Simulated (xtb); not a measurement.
CH$_{5}$AlFN: geometry relaxation (part 1 of 3)

- system: CH$_{5}$AlFN
- method: GFN2-xTB (xtb 6.7.1 later snapshot)

The geometry comes from this level: PBE0-D4/def2-TZVP.

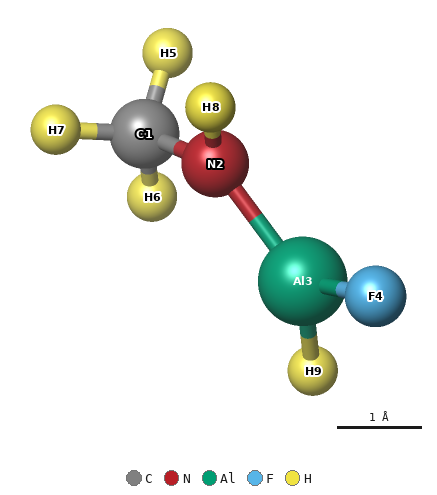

Fig. 1: The input geometry (ball-and-stick view, seen at a tilt; atoms are numbered from 1 in the order of the input). Sticks mark near contacts.

### Input file (input.xyz)
```
9
start
C     -0.49850000     0.83450000    -0.83610000
N     -0.00950000    -0.44240000    -0.35930000
Al     0.65030000    -0.80170000     1.23020000
F      1.14310000    -2.34950000     1.52930000
H     -1.55750000     0.79650000    -1.11640000
H     -0.40140000     1.58900000    -0.05080000
H      0.06470000     1.19840000    -1.70310000
H     -0.08100000    -1.16590000    -1.05880000
H      0.77830000     0.29480000     2.34780000
```

### File .CHRG
```
0
```

### File .UHF
```
0
```

Run as:
```bash
xtb input.xyz --opt vtight --gfn 2 > run.log 2> xtb.err
```

### What the program printed
```
* xtb version 6.7.1
   ID    Z sym.   atoms
    1    6 C      1
    2    7 N      2
    3   13 Al     3
    4    9 F      4
    5    1 H      5-9

           -------------------------------------------------
          |                Calculation Setup                |
           -------------------------------------------------

          program call               : xtb input.xyz --opt vtight --gfn 2
          coordinate file            : input.xyz
          omp threads                :                     1

           -------------------------------------------------
          |                 G F N 2 - x T B                 |
           -------------------------------------------------

      * Hamiltonian:
        H0-scaling (s, p, d)           1.850000    2.230000    2.230000
        zeta-weighting                 0.500000
      * Dispersion:
        s8                             2.700000
        a1                             0.520000
        a2                             5.000000
        s9                             5.000000
      * Repulsion:
        kExp                           1.500000    1.000000
        rExp                           1.000000
      * Coulomb:
        alpha                          2.000000
        third order                    shell-resolved
        anisotropic                    true
        a3                             3.000000
        a5                             4.000000
        cn-shift                       1.200000
        cn-exp                         4.000000
        max-rad                        5.000000

          ...................................................
          :                      SETUP                      :
          :.................................................:
          :  # basis functions                  27          :
          :  # atomic orbitals                  26          :
          :  # shells                           14          :
          :  # electrons                        24          :
          :  max. iterations                   250          :
          :  Hamiltonian                  GFN2-xTB          :
          :  restarted?                      false          :
          :  GBSA solvation                  false          :
          :  PC potential                    false          :
          :  electronic temp.          300.0000000     K    :
          :  accuracy                    1.0000000          :
          :  -> integral cutoff          0.2500000E+02      :
          :  -> integral neglect         0.1000000E-07      :
          :  -> SCF convergence          0.1000000E-05 Eh   :
          :  -> wf. convergence          0.1000000E-03 e    :
          :  Broyden damping             0.4000000          :
          :  net charge                          0          :
          :  unpaired electrons                  0          :
          ...................................................

 iter      E             dE          RMSdq      gap      omega  full diag
   1    -13.5599466 -0.135599E+02  0.162E+01    3.66       0.0  T
   2    -13.6146959 -0.547493E-01  0.970E+00    4.30       1.0  T
   3    -13.6146061  0.898061E-04  0.491E+00    3.28       1.0  T
   4    -13.6319777 -0.173716E-01  0.908E-01    3.78       1.0  T
   5    -13.6331270 -0.114930E-02  0.623E-01    3.87       1.0  T
   6    -13.6332500 -0.123018E-03  0.250E-01    3.78       1.0  T
   7    -13.6333114 -0.613521E-04  0.812E-02    3.82       1.0  T
   8    -13.6333069  0.445660E-05  0.544E-02    3.84       1.0  T
   9    -13.6333132 -0.622720E-05  0.647E-03    3.83       5.2  T
  10    -13.6333132 -0.333032E-07  0.295E-03    3.83      11.3  T
  11    -13.6333132 -0.201763E-08  0.126E-03    3.83      26.4  T
  12    -13.6333132 -0.103480E-08  0.188E-04    3.83     177.5  T
  13    -13.6333132 -0.314344E-10  0.905E-05    3.83     368.4  T

   *** convergence criteria satisfied after 13 iterations ***

         #    Occupation            Energy/Eh            Energy/eV
      -------------------------------------------------------------
         1        2.0000           -0.7942819             -21.6135
       ...           ...                  ...                  ...
         6        2.0000           -0.5023376             -13.6693
         7        2.0000           -0.4965342             -13.5114
         8        2.0000           -0.4962054             -13.5024
         9        2.0000           -0.4856786             -13.2160
        10        2.0000           -0.4537020             -12.3459
        11        2.0000           -0.4202759             -11.4363
        12        2.0000           -0.3740251             -10.1777 (HOMO)
        13                         -0.2331788              -6.3451 (LUMO)
        14                         -0.1703545              -4.6356
        15                         -0.1158478              -3.1524
        16                         -0.0700144              -1.9052
        17                         -0.0654229              -1.7802
       ...                                ...                  ...
        26                          1.0421477              28.3583
      -------------------------------------------------------------
                  HL-Gap            0.1408463 Eh            3.8326 eV
             Fermi-level           -0.3036019 Eh           -8.2614 eV

 SCC (total)                   0 d,  0 h,  0 min,  0.003 sec
 SCC setup                      ...        0 min,  0.000 sec (  1.669%)
 Dispersion                     ...        0 min,  0.000 sec (  0.820%)
 classical contributions        ...        0 min,  0.000 sec (  0.176%)
 integral evaluation            ...        0 min,  0.000 sec ( 12.467%)
 iterations                     ...        0 min,  0.002 sec ( 61.003%)
 molecular gradient             ...        0 min,  0.001 sec ( 22.103%)
 printout                       ...        0 min,  0.000 sec (  1.482%)

         :::::::::::::::::::::::::::::::::::::::::::::::::::::
         ::                     SUMMARY                     ::
         :::::::::::::::::::::::::::::::::::::::::::::::::::::
         :: total energy             -13.517650550708 Eh    ::
         :: gradient norm              0.025959045227 Eh/a0 ::
         :: HOMO-LUMO gap              3.832622794587 eV    ::
         ::.................................................::
         :: SCC energy               -13.633311777639 Eh    ::
         :: -> isotropic ES            0.050384432259 Eh    ::
         :: -> anisotropic ES          0.005285526707 Eh    ::
         :: -> anisotropic XC          0.001480674428 Eh    ::
         :: -> dispersion             -0.003548972020 Eh    ::
         :: repulsion energy           0.115661226930 Eh    ::
         :: add. restraining           0.000000000000 Eh    ::
         :: total charge               0.000000000000 e     ::
         :::::::::::::::::::::::::::::::::::::::::::::::::::::

      -----------------------------------------------------------
     |                   =====================                   |
     |                        A N C O P T                        |
     |                   =====================                   |
     |               Approximate Normal Coordinate               |
     |                Rational Function Optimizer                |
      -----------------------------------------------------------

          ...................................................
          :                      SETUP                      :
          :.................................................:
          :   optimization level         verytight          :
          :   max. optcycles                   200          :
          :   ANC micro-cycles                  20          :
          :   degrees of freedom                21          :
          :.................................................:
          :   RF solver                   davidson          :
          :   write xtbopt.log                true          :
          :   linear?                        false          :
          :   energy convergence         0.1000000E-06 Eh   :
          :   grad. convergence          0.2000000E-03 Eh/α :
          :   maximum RF displ.          1.0000000          :
          :   Hlow (freq-cutoff)         0.1000000E-01      :
          :   Hmax (freq-cutoff)         5.0000000          :
          :   S6 in model hess.         20.0000000          :
          ...................................................

generating ANC from exact Hessian ...
Using Lindh-Hessian (1995)
 Shifting diagonal of input Hessian by    6.9190646851812598E-003
 Lowest  eigenvalues of input Hessian
    0.000000    0.000000    0.000000    0.000000    0.000000    0.000000
    0.010000    0.015483    0.018473    0.026842    0.045987    0.055530
    0.058654    0.084159    0.110726    0.120380    0.152714    0.160653
 Highest eigenvalues
    0.751594    1.092243    1.095386    1.333594    1.434753    1.647664

........................................................................
.............................. CYCLE    1 ..............................
........................................................................

 iter      E             dE          RMSdq      gap      omega  full diag
   1    -13.6333132 -0.136333E+02  0.237E-05    3.83       0.0  T
   2    -13.6333132 -0.332179E-12  0.855E-06    3.83    3900.7  T
   3    -13.6333132 -0.444089E-13  0.101E-05    3.83    3310.9  T
     SCC iter.                  ...        0 min,  0.001 sec
     gradient                   ...        0 min,  0.001 sec
 * total energy  :   -13.5176506 Eh     change       -0.1902123E-10 Eh
   gradient norm :     0.0259591 Eh/α   predicted     0.0000000E+00 (-100.00%)
   displ. norm   :     0.1119215 α      lambda       -0.1869322E-02
   maximum displ.:     0.0633195 α      in ANC's #7, #5, #12, ...

........................................................................
.............................. CYCLE    2 ..............................
........................................................................

 iter      E             dE          RMSdq      gap      omega  full diag
   1    -13.6344230 -0.136344E+02  0.563E-01    3.89       0.0  T
   2    -13.6344414 -0.184296E-04  0.451E-01    3.85       1.0  T
   3    -13.6344065  0.349399E-04  0.163E-01    3.87       1.0  T
   4    -13.6344481 -0.416057E-04  0.226E-02    3.85       1.5  T
   5    -13.6344482 -0.118361E-06  0.939E-03    3.85       3.5  T
   6    -13.6344482 -0.332905E-07  0.247E-03    3.85      13.5  T
   7    -13.6344482 -0.788233E-09  0.669E-04    3.85      49.8  T
   8    -13.6344482 -0.173165E-09  0.312E-04    3.85     106.7  T
     SCC iter.                  ...        0 min,  0.001 sec
     gradient                   ...        0 min,  0.001 sec
 * total energy  :   -13.5189396 Eh     change       -0.1289045E-02 Eh
   gradient norm :     0.0092506 Eh/α   predicted    -0.9463710E-03 ( -26.58%)
   displ. norm   :     0.0938275 α      lambda       -0.4949614E-03
   maximum displ.:     0.0733653 α      in ANC's #7, #5, #12, ...

........................................................................
.............................. CYCLE    3 ..............................
........................................................................

 iter      E             dE          RMSdq      gap      omega  full diag
   1    -13.6349694 -0.136350E+02  0.464E-01    3.88       0.0  T
   2    -13.6349838 -0.144141E-04  0.385E-01    3.86       1.0  T
   3    -13.6349658  0.180259E-04  0.102E-01    3.88       1.0  T
   4    -13.6349889 -0.231008E-04  0.770E-03    3.86       4.3  T
   5    -13.6349889 -0.213700E-07  0.677E-03    3.86       4.9  T
   6    -13.6349889 -0.918328E-08  0.255E-03    3.86      13.1  T
   7    -13.6349889 -0.219661E-08  0.635E-04    3.86      52.5  T
   8    -13.6349889 -0.114470E-09  0.319E-04    3.86     104.6  T
     SCC iter.                  ...        0 min,  0.001 sec
     gradient                   ...        0 min,  0.001 sec
 * total energy  :   -13.5192009 Eh     change       -0.2613510E-03 Eh
   gradient norm :     0.0045914 Eh/α   predicted    -0.2496606E-03 (  -4.47%)
   displ. norm   :     0.0323734 α      lambda       -0.6208417E-04
   maximum displ.:     0.0258640 α      in ANC's #7, #5, #8, ...

........................................................................
.............................. CYCLE    4 ..............................
........................................................................

 iter      E             dE          RMSdq      gap      omega  full diag
   1    -13.6347302 -0.136347E+02  0.145E-01    3.85       0.0  T
   2    -13.6347329 -0.269967E-05  0.123E-01    3.85       1.0  T
   3    -13.6347327  0.214822E-06  0.399E-02    3.86       1.0  T
   4    -13.6347334 -0.689380E-06  0.190E-02    3.86       1.8  T
   5    -13.6347335 -0.140777E-06  0.311E-03    3.86      10.7  T
   6    -13.6347335 -0.400279E-08  0.426E-04    3.86      78.2  T
   7    -13.6347335 -0.817479E-10  0.250E-04    3.86     133.4  T
     SCC iter.                  ...        0 min,  0.001 sec
     gradient                   ...        0 min,  0.001 sec
 * total energy  :   -13.5192498 Eh     change       -0.4886466E-04 Eh
   gradient norm :     0.0030101 Eh/α   predicted    -0.3107498E-04 ( -36.41%)
   displ. norm   :     0.0501355 α      lambda       -0.6001684E-04
   maximum displ.:     0.0394690 α      in ANC's #7, #5, #3, ...

........................................................................
.............................. CYCLE    5 ..............................
........................................................................
```
